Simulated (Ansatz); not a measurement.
# HfB: how the settings move a single-point run

Aim: see which settings change the result for HfB, by how much, and at what cost.

Computed with Ansatz 0.2.0 (reference: DFT, PBE, PAW with Ansatz's default frozen-core files, scalar-relativistic, unless a step's input says otherwise).

## (1) The starting structure

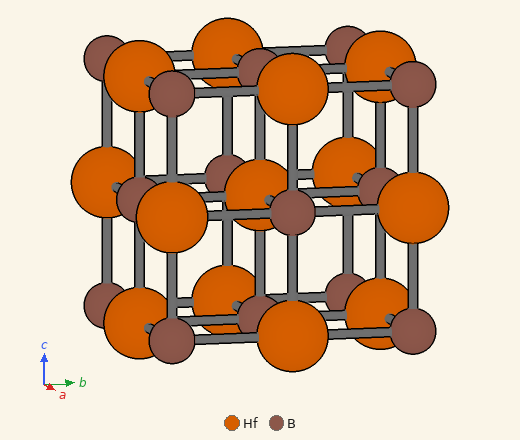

Start, viewed slightly off an axis; hafnium orange, boron brown. Atoms on the faces are drawn again on the opposite ones. The cell drawn here is the conventional one.

Structure file:

```cif
data_structure
_symmetry_space_group_name_H-M 'Fm-3m'
_symmetry_Int_Tables_number 225
_cell_length_a 4.6200
_cell_length_b 4.6200
_cell_length_c 4.6200
_cell_angle_alpha 90.000
_cell_angle_beta 90.000
_cell_angle_gamma 90.000
_cell_volume 98.61
loop_
_atom_site_label
_atom_site_type_symbol
_atom_site_symmetry_multiplicity
_atom_site_Wyckoff_symbol
_atom_site_fract_x
_atom_site_fract_y
_atom_site_fract_z
_atom_site_occupancy
Hf1 Hf 4 b 0.50000 0.00000 0.00000 1
B1 B 4 a 0.00000 0.00000 0.00000 1
```

## (2) Reference

input.yaml reads:

```yaml
crystal:
  lattice:
    - [0.0, 2.31, 2.31]
    - [2.31, 0.0, 2.31]
    - [2.31, 2.31, 0.0]
  atoms:
    - { symbol: Hf, position: [0.5, 0.5, 0.5], spin: 0.6 }
    - { symbol: B, position: [0.0, 0.0, 0.0] }
magnetization:
  spin_polarized: true
kpoints:
  mp_grid: { grid: [11, 11, 11] }
scf:
  occupations: { method: fermi_dirac, width: 0.05 }
  lower_state_search: "off"
hamiltonian:
  xc: pbe
  pseudopotentials: { kind: paw }
output:
  forces: true
  stress: true
  eigenvalues: true
  populations: true
  dos: { projected: true, de: 0.1, e_range: [-8, 5] }
  write_density: true
  write_potential: true
  elf: true
  volumetric_format: npy
```

Run with:

```sh
ansatz run input.yaml --threads 1 --pin off --max-ram 3072MiB --backend cpu --events-out ev --progress --plain --runs-dir out
```

From the output:

```text
[...]
Basis set: ecut = 420 eV, 531 PW (Γ), exchange–correlation on 48×48×48 points (8 copies of the dense FFT grid, shifted against one another)
[...]
Magnetic group: BNS 225.116 (UNI 1618), of the structure as read, at distance tolerance 2.9e-5 Å
k-points: 56 of 1331
[...]
SCF iter   1: F=—  HF=-15878.695034 eV  |F-HF|=—  |Δ(HF+E_count)|=         —  Δρ=6.94e-2 (↑6.94e-2 ↓4.36e-2)  dr2=2.85e0  dr2_m=3.22e-1  M=0.062 μB ∫|m|=0.062 μB  β_m=0.30  ethr=3.10e-3  ⟨swp⟩=5.1  Hψ=8881  notcnv=0
preconditioner: auto → Kerker (q_TF=auto, 2.803 Å⁻¹)  [metal: Δε(μ)=0.021 eV  Ē_g=17.144 eV  σ=0.050 eV  W_gap=0.10  n_scr=14 (ndim 8)  ℏωp=38.9 eV  f_vac=0.000  D(μ)=1.42/eV (n_scr^D=14)]
[...]
SCF iter   2: F=—  HF=-15878.208753 eV  |F-HF|=—  |Δ(HF+E_count)|=   4.86e-1  Δρ=4.72e-2 (↑4.72e-2 ↓3.12e-2)  dr2=1.30e0  dr2_m=1.63e-1  M=0.037 μB ∫|m|=0.037 μB  β_m=0.30  ethr=3.10e-3  ⟨swp⟩=2.1  Hψ=3533  notcnv=0  defer=20
[...]
SCF iter  14: F=-15877.810680 eV  HF=-15877.810680 eV  |F-HF|=5.46e-11  |Δ(HF+E_count)|=   1.43e-9  Δρ=4.98e-7 (↑4.13e-7 ↓4.98e-7)  dr2=3.46e-12  dr2_m=4.61e-11  M=0.000 μB ∫|m|=0.000 μB  β_m=0.99  ethr=1.00e-12  ⟨swp⟩=4.6  Hψ=11955  notcnv=0
SCF iter  15: F=-15877.810680 eV  HF=-15877.810680 eV  |F-HF|=3.64e-12  |Δ(HF+E_count)|=  1.02e-10  Δρ=1.31e-7 (↑1.31e-7 ↓1.11e-7)  dr2=1.72e-13  dr2_m=3.29e-12  M=0.000 μB ∫|m|=0.000 μB  ethr=1.00e-12  ⟨swp⟩=4.4  Hψ=9782  notcnv=0
[...]
SCF converged after 15 iterations
Magnetization: 0.0000 μB (14.5000 up, 14.5000 down)
[...]
Free energy (F): -15877.810680 eV
[...]
E sigma→0 (E₀):  -15877.805727 eV
[...]
Fermi energy:    19.719473 eV
[...]
  P = ⅓ Tr σ = 29.7554 GPa (297.554 kbar)
[...]
```

Run time: 8.6 s. Hardware: 1 thread of Arm Neoverse V1, shared host; peak memory 0.31 GiB.

## (3) Changed: lower_state_search light

input.yaml: that of step 2 with these lines changed.

```diff
@@ -14,3 +14,3 @@
   occupations: { method: fermi_dirac, width: 0.05 }
-  lower_state_search: "off"
+  lower_state_search: light
 hamiltonian:
@@ -22,4 +22,2 @@
   eigenvalues: true
-  populations: true
-  dos: { projected: true, de: 0.1, e_range: [-8, 5] }
   write_density: true
```

Run with:

```sh
ansatz run input.yaml --threads 1 --pin off --max-ram 3072MiB --backend cpu --events-out ev --progress --plain --runs-dir out
```

What it wrote:

```text
Engine: ansatz 0.2.0
Pseudopotentials: kind: paw
Pseudopotential: Hf, paw, valence charge 26, recommended cutoff 420 eV (normal)
Pseudopotential: B, paw, valence charge 3, recommended cutoff 420 eV (normal)
Functional definition: PBE
  parameter kappa = 0.804
  parameter beta = 0.06672455060314922
  exchange = pbe_x(kappa = kappa, mu = beta*pi^2/3)
  correlation = pbe_c(beta = beta)
Crystal: 2 atoms, lattice volume = 24.653 Å³
Basis set: ecut = 420 eV, 531 PW (Γ), exchange–correlation on 48×48×48 points (8 copies of the dense FFT grid, shifted against one another)
Bands: 19, of which v1, the nominal top of the filled ones, is band 15 counted from 1 (14 counted from 0)
Symmetry: 48 space group operations
Space group: Fm-3m (ITA 225), of the structure as read, at distance tolerance 2.9e-5 Å
Magnetic group: BNS 225.116 (UNI 1618), of the structure as read, at distance tolerance 2.9e-5 Å
k-points: 56 of 1331
Non-local potential: Hf, projectors of the file, l = 0: 3, l = 1: 2, l = 2: 2, l = 3: 3
Non-local potential: B, projectors of the file, l = 0: 2, l = 1: 2, l = 2: 1
PAW form: soft (Blöchl's): semilocal exchange-correlation on the pseudo side does not see the compensation charge
PAW one-centre angular grid: Hf, 590 points (default); XC on 64 Gauss nodes
PAW one-centre angular grid: B, 110 points (default); XC on 64 Gauss nodes
Initial density: superposition of atomic densities (chi_scale 0.1, normalization cell)
Starting moments: Σ|m| = 0.6 μB on 1 of 2 sites
Initial wavefunctions: pseudopotential atomic-orbital guess
Functional: x = pbe(κ = 0.804, μ = 0.2195149727645171), c = pbe(β = 0.06672455060314922)
SCF iter   1: F=—  HF=-15878.873120 eV  |F-HF|=—  |Δ(HF+E_count)|=         —  Δρ=5.14e-2 (↑5.14e-2 ↓4.10e-2)  dr2=2.96e0  dr2_m=3.62e-2  M=0.109 μB ∫|m|=0.113 μB  β_m=0.30  ethr=3.10e-3  ⟨swp⟩=5.1  Hψ=8884  notcnv=0
Mixer restart at iter 1: flushing history
preconditioner: auto → Kerker (q_TF=auto, 2.803 Å⁻¹)  [metal: Δε(μ)=0.022 eV  Ē_g=17.271 eV  σ=0.050 eV  W_gap=0.11  n_scr=14 (ndim 8)  ℏωp=38.9 eV  f_vac=0.000  D(μ)=1.37/eV (n_scr^D=14)]
spin=Collinear: Kerker preconditioning applied to the charge; magnetization (m = ρ↑ − ρ↓) channel mixes plain (no charge-response kernel on spin).
SCF iter   2: F=—  HF=-15878.231254 eV  |F-HF|=—  |Δ(HF+E_count)|=   6.42e-1  Δρ=3.54e-2 (↑3.54e-2 ↓2.82e-2)  dr2=1.37e0  dr2_m=2.04e-2  M=0.068 μB ∫|m|=0.073 μB  β_m=0.58  ethr=3.10e-3  ⟨swp⟩=2.1  Hψ=3534  notcnv=0  defer=19
SCF iter   3: F=—  HF=-15877.797547 eV  |F-HF|=—  |Δ(HF+E_count)|=   4.34e-1  Δρ=6.60e-3 (↑6.60e-3 ↓6.37e-3)  dr2=4.69e-2  dr2_m=4.11e-4  M=0.020 μB ∫|m|=0.021 μB  β_m=0.50  ethr=3.10e-3  ⟨swp⟩=2.8  Hψ=4423  notcnv=0  defer=22
SCF iter   4: F=—  HF=-15877.791859 eV  |F-HF|=—  |Δ(HF+E_count)|=   5.69e-3  Δρ=2.94e-3 (↑2.94e-3 ↓2.87e-3)  dr2=3.83e-3  dr2_m=8.25e-5  M=0.010 μB ∫|m|=0.011 μB  β_m=0.75  ethr=1.62e-4  ⟨swp⟩=2.2  Hψ=4467  notcnv=0  defer=23
SCF iter   5: F=—  HF=-15877.810883 eV  |F-HF|=—  |Δ(HF+E_count)|=   1.90e-2  Δρ=8.54e-4 (↑8.54e-4 ↓8.14e-4)  dr2=4.38e-4  dr2_m=1.19e-5  M=0.004 μB ∫|m|=0.004 μB  β_m=0.86  ethr=1.32e-5  ⟨swp⟩=2.1  Hψ=4397  notcnv=0  defer=22
SCF iter   6: F=—  HF=-15877.810666 eV  |F-HF|=—  |Δ(HF+E_count)|=   2.18e-4  Δρ=1.88e-4 (↑1.73e-4 ↓1.88e-4)  dr2=1.55e-5  dr2_m=1.59e-6  M=0.002 μB ∫|m|=0.002 μB  β_m=0.93  ethr=1.51e-6  ⟨swp⟩=2.0  Hψ=3308  notcnv=0  defer=22
SCF iter   7: F=—  HF=-15877.810681 eV  |F-HF|=—  |Δ(HF+E_count)|=   1.52e-5  Δρ=5.11e-5 (↑5.09e-5 ↓5.11e-5)  dr2=8.70e-7  dr2_m=2.27e-7  M=0.001 μB ∫|m|=0.001 μB  β_m=0.96  ethr=5.34e-8  ⟨swp⟩=2.1  Hψ=3763  notcnv=0  defer=22
SCF iter   8: F=—  HF=-15877.810680 eV  |F-HF|=—  |Δ(HF+E_count)|=   2.60e-7  Δρ=1.36e-5 (↑1.36e-5 ↓1.04e-5)  dr2=5.63e-8  dr2_m=1.49e-8  M=0.000 μB ∫|m|=0.000 μB  β_m=0.98  ethr=3.00e-9  ⟨swp⟩=2.2  Hψ=3826  notcnv=0  defer=22
SCF iter   9: F=—  HF=-15877.810680 eV  |F-HF|=—  |Δ(HF+E_count)|=   2.59e-8  Δρ=2.59e-6 (↑2.19e-6 ↓2.59e-6)  dr2=1.92e-9  dr2_m=9.17e-10  M=0.000 μB ∫|m|=0.000 μB  β_m=0.99  ethr=1.94e-10  ⟨swp⟩=2.1  Hψ=3759  notcnv=0  defer=22
SCF iter  10: F=—  HF=-15877.810680 eV  |F-HF|=—  |Δ(HF+E_count)|=   1.04e-9  Δρ=6.22e-7 (↑6.22e-7 ↓3.12e-7)  dr2=6.67e-11  dr2_m=3.88e-11  M=0.000 μB ∫|m|=0.000 μB  β_m=1.00  ethr=6.62e-12  ⟨swp⟩=2.1  Hψ=3798  notcnv=0  defer=22
SCF iter  11: F=-15877.810680 eV  HF=-15877.810680 eV  |F-HF|=1.09e-11  |Δ(HF+E_count)|=  8.37e-11  Δρ=1.31e-7 (↑1.31e-7 ↓7.37e-8)  dr2=2.59e-12  dr2_m=1.94e-12  M=0.000 μB ∫|m|=0.000 μB  ethr=1.00e-12  ⟨swp⟩=5.6  Hψ=10747  notcnv=0
SCF 1 converged in 11 iterations: F = -15877.810680 eV  dr2 = 2.59e-12
WARN: the starting moments were not kept: the SCF closed with an absolute magnetisation of 2.2e-6 μB, where they sum to 0.6 μB in size (1 site). That is at most 0.1 of that sum. Measured as dr2_m measures the in/out step, that magnetisation stands 1.1e-12 eV from none, at or under the dr2_threshold of 1.0e-7 eV: it is no larger than a step whose dr2_m would equal this threshold. The system may hold no moment; this SCF shows only that its start led to no more than that. To try another start: raise the starting moments (crystal.atoms[].spin, magnetization.per_species, magnetization.initial_magnetization, or on a non-collinear deck that types none of these the spinor_matrix: blocks that start its atoms; where the total moment is fixed, keep their sum and leave initial_magnetization as it is; typed ones take the place of any that the run laid by itself, positive ones on a crystal's lanthanoids without a Hubbard term where scf.initial_density.shell_occupations: [] is typed) or, if the notice of its spin-set hold's release reads "site moments contracting" or "site moments show no strong build", lengthen the hold (scf.mixing.spin_hold: { on: { confirm: 4 } }; for m-r²SCAN on two components see the key's manual first). Each may lead to a state that holds a moment. A second SCF, from the converged charge density, with the starting moments and any scf.initial_density.shell_occupations laid on it anew, would have followed, and was not run: the deck does not ask for one (magnetization.retry_lost_moments is false, the default). To let it run, set magnetization.retry_lost_moments: true and run the deck again, where that key's refused combinations let it; where memory then withholds it, that run's warning says so.
SCF converged after 11 iterations
Magnetization: 0.0000 μB (14.5000 up, 14.5000 down)
Absolute magnetization: 0.0000 μB (∫|ρ↑−ρ↓|, with the PAW one-centre terms)
Spin contamination: 0.0000 ħ² per cell (⟨S²⟩ above its minimum at these occupations)
Per-site moments (μB) at R_I (Å): [(1.1224949990152464e-7, 0.9528750000000001), (1.3451037976630218e-6, 0.9528750000000001)]
Free energy (F): -15877.810680 eV
Harris-Foulkes:  -15877.810680 eV  (|F-HF|=1.09e-11)
Internal energy: -15877.800774 eV  (E = F + TS)
E sigma→0 (E₀):  -15877.805727 eV
Entropy (-TS):   -0.009907 eV (-4.953 meV/atom)
Fermi energy:    19.719473 eV
--- Per-component energies (eV) ---
  E_band       = 120.988644
  E_kinetic    = 478.976553
  E_local      = -5013.059747  (includes V_loc(G=0)·N_el)
  E_nonlocal   = -1229.754097
  E_hartree    = 2389.060658
  E_xc         = -335.089370
  E_vxc        = -308.229149  (∫ρ·V_xc dr)
  E_paw        = -7008.640204  (= ΣΔE_a)
  E_vpaw       = 1414.933829  (= ΣTr[D̂ρ^β])
  E_aug_tail   = -0.000005  (compensation charges beyond the density's cutoff)
  E_ewald      = -5159.294563
  E_smearing   = -0.009907  (= −TS)
  E_closure    = -0.000000  (closes the sum)
  Σ components = -15877.810680   (vs F -15877.810680, Δ=0.00e0)
--- Forces (eV/Å), atoms counted from 1 ---
  atom   1  Hf     0.00000000    -0.00000000    -0.00000000
  atom   2  B     -0.00000000     0.00000000    -0.00000000
  max |Σ_I F_I| component: 4.48e-29 eV/Å
--- Stress (GPa, compression-positive) ---
       29.755406       0.000000      -0.000000
        0.000000      29.755406       0.000000
       -0.000000       0.000000      29.755406
  P = ⅓ Tr σ = 29.7554 GPa (297.554 kbar)
--- Band table (eV; the first three rows and the last of 112) ---
  k-point 0 ↑: bands = ["-40.2195", "-8.7211", "-8.7211", "-8.7211", "9.7928", "9.7930", "9.7930", "9.7930", "9.8843", "9.8843", "9.8843", "10.0913", "21.8293", "21.8293", "21.8293", "23.6929", "23.6929", "23.6929", "23.8456"]
  k-point 1 ↑: bands = ["-40.2159", "-8.7825", "-8.7273", "-8.7273", "9.7889", "9.7966", "9.7980", "9.7980", "9.8793", "9.8793", "9.8845", "10.3322", "21.0735", "21.5830", "21.5830", "22.5953", "22.5953", "24.0760", "25.6642"]
  k-point 2 ↑: bands = ["-40.2063", "-8.9438", "-8.7438", "-8.7438", "9.7825", "9.8071", "9.8114", "9.8114", "9.8664", "9.8664", "9.8851", "11.0089", "19.7231", "20.4375", "20.4375", "22.9897", "22.9897", "24.5369", "27.7956"]
  k-point 55 ↓: bands = ["-40.1594", "-9.2052", "-9.1694", "-8.9661", "9.8169", "9.8274", "9.8290", "9.8344", "9.8494", "9.8547", "9.8588", "14.0357", "17.7880", "18.3571", "18.8616", "24.5997", "25.5297", "27.5706", "28.0287"]
```

Run time: 5.6 s. Hardware: 1 thread of Arm Neoverse V1, shared host; peak memory 0.32 GiB.

The changed input (search for lower states) leaves the energy the same to the digits printed.

## (4) All runs together

```tsv
run	ending	energy change	pressure (GPa)	gap (eV)	force (eV/Å)	cycles	time
reference	converged	0	29.8	0.00	0.00	15	8.6 s
1: lower_state_search light	converged	0.0 meV/atom	29.8	0.00	0.00	11	5.6 s
```

Times don't compare one to one where runs were asked for different outputs or read a saved state (see the inputs); cycles may leave out searches for a lower state.

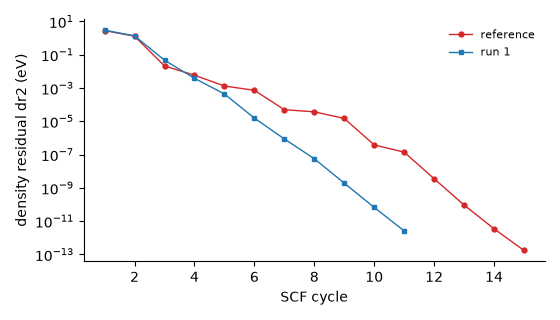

Residual by cycle in the longest SCF loop of each run; runs are numbered as in the table.

The changed input (search for lower states) leaves the energy the same to the digits printed. The structure is not at rest: the sound run finds 30 GPa, so these are no properties of the relaxed crystal. 
